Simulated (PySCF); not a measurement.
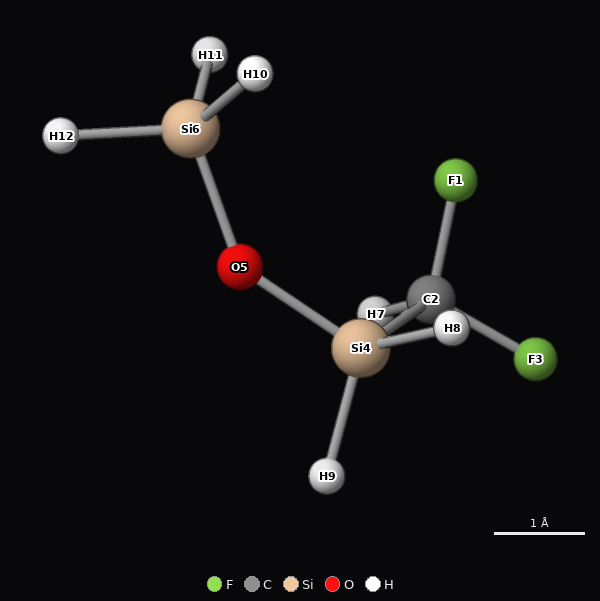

**Figure 1.** The structure as given in the input (ball-and-stick view, seen at a tilt; atoms are numbered from 1 in the order of the input). Bond lengths as drawn: C–F 1.36 Å, C–H 1.11 Å, C–Si 1.92 Å, H–Si 1.49 Å and O–Si 1.65 to 1.66 Å.

## CH₆F₂OSi₂: a changed input and its effect

System: CH₆F₂OSi₂, SMILES FC(F)[SiH2]O[SiH3].
Method of run A: TDDFT PBE0/def2-SVPD, vertical, gas phase, core orbitals frozen in the response (PySCF 2.14.0).

The geometry comes from this level: PBE0-D3(BJ)/def2-SVP. Text and figures count atoms from 1; the logs count them from 0 in places.

### Input, run A
```
{"job": {"kind": "uv", "xc": "PBE0", "basis": "def2-SVPD", "ip": true}, "charge": 0, "multiplicity": 1}
F     -1.146881    -1.427831     0.959982
C     -1.752071    -0.639839     0.026278
F     -3.006208    -0.345756     0.463778
Si    -0.753669     0.986363    -0.149340
O      0.794385     0.591668    -0.568574
Si     2.169824    -0.192616    -0.055317
H     -1.847289    -1.236962    -0.900365
H     -0.809834     1.679861     1.168856
H     -1.356820     1.819726    -1.223334
H      2.576539     0.320729     1.286809
H      1.925456    -1.661716     0.030432
H      3.245973     0.078649    -1.048097
```

The first line tells a small driver script what to run in PySCF; the rest is the geometry in Å.

Command:
```bash
OMP_NUM_THREADS=1 python <driver script> task.json out
```

Hardware: 1 CPU thread, shared host.

### Output (run A)
```
coarse grid: 11312 points
cycle   1  E = -894.4490876836  dE =  4.394e-01  |g| = 8.670e-01  |ddm| = 3.964e+00
cycle   2  E = -894.1846430833  dE =  2.644e-01  |g| = 1.463e+00  |ddm| = 2.233e+00
cycle   3  E = -894.5826033803  dE = -3.980e-01  |g| = 1.073e-01  |ddm| = 1.503e+00
cycle   4  E = -894.5842029513  dE = -1.600e-03  |g| = 6.981e-02  |ddm| = 2.134e-01
cycle   5  E = -894.5850351852  dE = -8.322e-04  |g| = 7.568e-03  |ddm| = 5.179e-02
cycle   6  E = -894.5850473800  dE = -1.219e-05  |g| = 1.036e-03  |ddm| = 1.289e-02
cycle   7  E = -894.5850476089  dE = -2.290e-07  |g| = 5.281e-04  |ddm| = 1.950e-03
final grid: 101712 points
cycle   8  E = -894.7036835514  dE = -1.486e-05  |g| = 8.032e-03  |ddm| = 4.517e-02
cycle   9  E = -894.7036657862  dE =  1.777e-05  |g| = 1.275e-02  |ddm| = 1.848e-02
cycle  10  E = -894.7036955194  dE = -2.973e-05  |g| = 6.971e-04  |ddm| = 1.177e-02
cycle  11  E = -894.7036956123  dE = -9.283e-08  |g| = 2.399e-04  |ddm| = 9.333e-04
cycle  12  E = -894.7036956219  dE = -9.576e-09  |g| = 6.302e-05  |ddm| = 2.294e-04
cycle  13  E = -894.7036956226  dE = -7.162e-10  |g| = 1.445e-05  |ddm| = 6.973e-05
converged SCF energy = -894.7036956226

Static polarisability (au): isotropic 69.792, principal 64.019 67.963 77.393

Singlet excitations
state   eV       nm        f      main configurations
  1   6.7317    184.2   0.00100   H->L 0.96
  2   7.2250    171.6   0.00005   H-1->L 0.97
  3   7.6449    162.2   0.00906   H-2->L 0.54, H->L+1 0.32, H->L+2 0.09
  4   7.7660    159.7   0.01267   H->L+1 0.60, H-2->L 0.31
  5   8.1432    152.3   0.00076   H->L+3 0.55, H-3->L 0.13, H-1->L+1 0.11
  6   8.1881    151.4   0.00415   H-3->L 0.56, H->L+3 0.18, H-1->L+2 0.09
  7   8.2459    150.4   0.05819   H->L+2 0.79
  8   8.4562    146.6   0.06827   H-1->L+1 0.75, H-3->L 0.11
  9   8.4952    145.9   0.01967   H->L+4 0.59, H->L+5 0.21, H->L+3 0.08
 10   8.6082    144.0   0.05344   H->L+5 0.55, H->L+4 0.21, H->L+7 0.10

Triplet excitations (Tamm-Dancoff, eV): 6.3831 6.8578 7.1635 7.3551
Vertical ionisation energy (delta-SCF) = 10.4255 eV
```

The input of run B differs as follows (lines with − go, lines with + come):
```diff
-"basis": "def2-SVPD"
-"ip": true
+"basis": "6-31G*"
```

What does this change do to the results?

The total energy of run B is 217.5 kcal/mol lower, which measures the change of basis and not a stability. The HOMO goes from −8.49 to −8.09 eV. The LUMO goes from −0.43 to 0.02 eV. The dipole moment goes from 1.52 to 1.20 D. The strongest computed line goes from 8.46 to 8.65 eV. Diffuse functions give room to the loosely bound empty orbitals, which lowers the LUMO. The number of SCF iterations is the same. The basis functions go from 185 to 104.

### Output (run B)
```
coarse grid: 11312 points
cycle   1  E = -894.9312057056  dE =  4.858e-01  |g| = 9.295e-01  |ddm| = 3.068e+00
cycle   2  E = -894.6586844239  dE =  2.725e-01  |g| = 1.522e+00  |ddm| = 1.649e+00
cycle   3  E = -895.0830617616  dE = -4.244e-01  |g| = 1.130e-01  |ddm| = 1.134e+00
cycle   4  E = -895.0849613272  dE = -1.900e-03  |g| = 6.512e-02  |ddm| = 1.339e-01
cycle   5  E = -895.0856661060  dE = -7.048e-04  |g| = 7.807e-03  |ddm| = 4.229e-02
cycle   6  E = -895.0856812260  dE = -1.512e-05  |g| = 2.032e-03  |ddm| = 9.318e-03
cycle   7  E = -895.0856821577  dE = -9.318e-07  |g| = 2.854e-04  |ddm| = 1.936e-03
final grid: 101712 points
cycle   8  E = -895.0502631878  dE = -1.218e-05  |g| = 8.186e-03  |ddm| = 1.291e-02
cycle   9  E = -895.0502479231  dE =  1.526e-05  |g| = 1.238e-02  |ddm| = 1.303e-02
cycle  10  E = -895.0502758336  dE = -2.791e-05  |g| = 6.722e-04  |ddm| = 7.835e-03
cycle  11  E = -895.0502759191  dE = -8.550e-08  |g| = 2.091e-04  |ddm| = 6.051e-04
cycle  12  E = -895.0502759266  dE = -7.523e-09  |g| = 6.488e-05  |ddm| = 1.872e-04
cycle  13  E = -895.0502759274  dE = -7.942e-10  |g| = 1.025e-05  |ddm| = 6.207e-05
converged SCF energy = -895.0502759274

Static polarisability (au): isotropic 54.858, principal 50.428 53.376 60.770

Singlet excitations
state   eV       nm        f      main configurations
  1   6.7548    183.5   0.00003   H->L 0.96
  2   7.4070    167.4   0.00185   H-1->L 0.98
  3   7.8476    158.0   0.00969   H-2->L 0.76, H->L+1 0.19
  4   8.2301    150.6   0.03647   H->L+1 0.77, H-2->L 0.17
  5   8.4763    146.3   0.00091   H-3->L 0.65, H-1->L+1 0.32
  6   8.6468    143.4   0.05395   H->L+2 0.78, H->L+3 0.13
  7   8.7417    141.8   0.01047   H->L+3 0.68, H->L+2 0.15
  8   8.9743    138.2   0.01622   H-1->L+1 0.63, H-3->L 0.28
  9   9.2949    133.4   0.04768   H-2->L+1 0.56, H-4->L 0.15, H->L+4 0.08
 10   9.3591    132.5   0.00313   H->L+4 0.38, H-1->L+2 0.28, H-4->L 0.10

Triplet excitations (Tamm-Dancoff, eV): 6.3932 7.0475 7.3761 7.7886
```

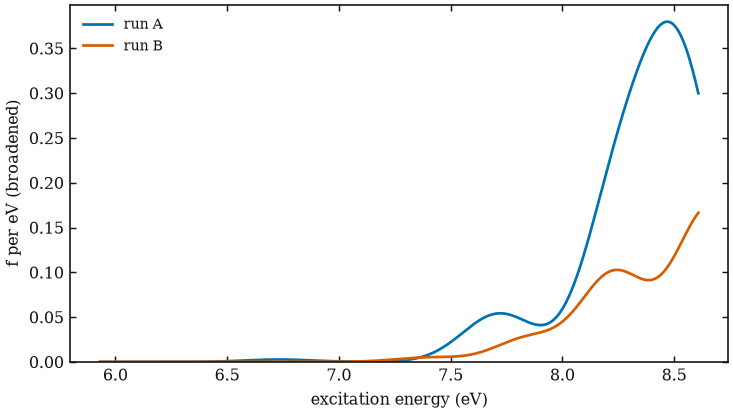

**Figure 2.** Absorption of the two runs from their computed states, each broadened by a Gaussian of 0.35 eV full width; the range ends where the shorter list of states ends.

### The two runs side by side

```tsv
quantity	run A	run B
outcome	converged	converged
total energy (hartree)	−894.703696	−895.050276
HOMO (eV)	−8.49	−8.09
LUMO (eV)	−0.43	0.02
dipole moment (D)	1.52	1.20
lowest excitation (eV)	6.73	6.75
SCF iterations	13	13
strongest computed line (eV)	8.46	8.65
basis functions	185	104
wall time (shared host)	3.2 min	12 s
```
